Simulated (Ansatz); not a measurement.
Input

```
crystal:
  periodic: [false, false, false]
  atoms:
    - { symbol: Si, position_ang: [-0.4535, -0.4758, -0.3566] }
    - { symbol: O, position_ang: [1.0025, 0.3626, 0.8441] }
    - { symbol: Cl, position_ang: [0.4135, -1.0694, -2.0408] }
    - { symbol: Cl, position_ang: [-0.5448, -2.1428, 0.8226] }
    - { symbol: H, position_ang: [-1.7838, 0.0619, -0.2141] }
    - { symbol: H, position_ang: [0.7212, 1.3161, 0.0508] }
    - { symbol: F, position_ang: [-0.0699, 1.4283, -0.8485] }
    - { symbol: H, position_ang: [0.7148, 0.5191, 1.7425] }
basis:
  gaussian: { orbitals: def2-mTZVP }
hamiltonian:
  xc: lda
relax:
  f_tol: 0.15
  max_steps: 25
  restrain:
    - { distance: [0, 6], at: 1.68, k: 30.0 }
    - { distance: [5, 1], at: 0.97, k: 30.0 }
    - { distance: [0, 1], at: 3.07, k: 30.0 }
    - { distance: [5, 6], at: 2.18, k: 30.0 }
output:
  orbitals: {}
```

Launched as:

```sh
ansatz run input.yaml --threads 4 --pin off --max-ram 5120MiB --backend cpu --events-out ev --progress --plain --runs-dir out
```

The fields are those of the run's last geometry, not of the input's.

Not at a stationary point (largest force 1.2 eV/Å).

Method: Ansatz 0.2.0, RKS LDA/def2-mTZVP.

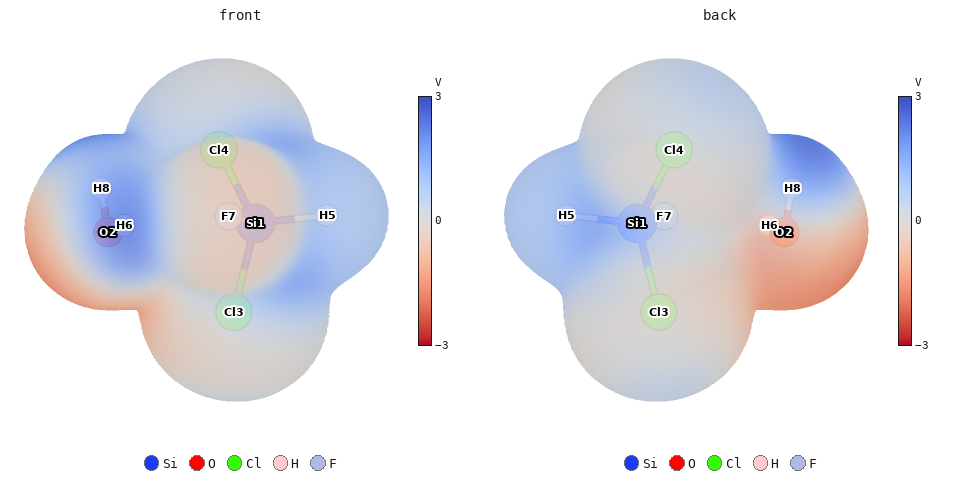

Cl$_{2}$FHSi···H$_{2}$O. The electrostatic potential painted on the density surface at 0.002 e/bohr³, seen from the front and from behind; red is negative and blue positive.

### Which sites attract a positive test charge, and which a negative one?

A positive charge is drawn to the negative regions and a negative charge to the positive ones. The most negative region (about −1.6 V, or −37 kcal/mol for a unit charge) lies over O2, the most positive (about +2.2 V, or +51 kcal/mol for a unit charge) over H8. Cl3 shows a σ-hole: about +0.4 V, or +9 kcal/mol for a unit charge at the tip opposite its bond, against about −0.4 V, or −9 kcal/mol for a unit charge on its flanks. O2 is the likeliest acceptor of a hydrogen bond.
